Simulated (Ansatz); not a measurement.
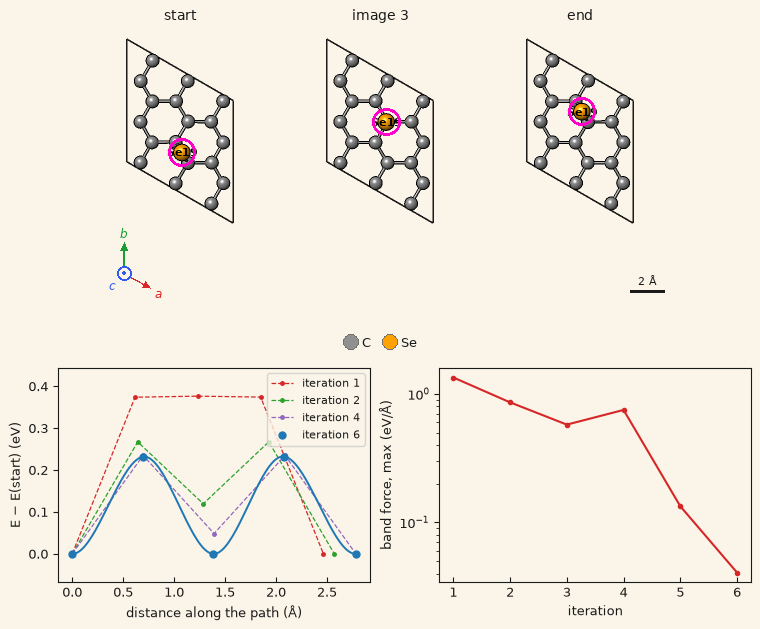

A search for the minimum-energy path of Se on graphene monolayer (19 atoms in the cell) by the nudged elastic band. Images are numbered from 0 (start) to 4 (end). The plot follows the band through its iterations. A ball-and-stick model of the simulation cell, with the vacuum cut short (origin moved), seen along the c axis. The moving atom is ringed, with any periodic copies. Bonds to atoms that aren't drawn are left out.

Computed with DFT PBEsol, scalar-relativistic, plane waves, PAW (Ansatz). Run with plane-wave cutoff 420 eV; k-point mesh 2 × 2 × 1; Gaussian smearing 0.05 eV; 3 movable images; climbing image; force threshold 0.05 eV/Å; iteration limit 80; starting path by straight interpolation.

> Did the band converge, and can the barrier be trusted?

The run is converged, with reservations. The band converged in 6 iterations. The largest component of the band force went from 1.3 to 0.041 eV/Å. The climbing image converged on the top of the path. A check of its curvatures didn't confirm a first-order saddle. The first iteration put the highest image at 0.377 eV. The two ends have the same energy, and the highest point, image 3, lies 0.233 eV above the start. The profile has 2 maxima (images 1, 3) with a dip at image 2 (0.000 eV), so the process runs in steps.

Limits of the set-up: the periodic images lie only 7.4 Å apart, so the values are limited by the cell's size.
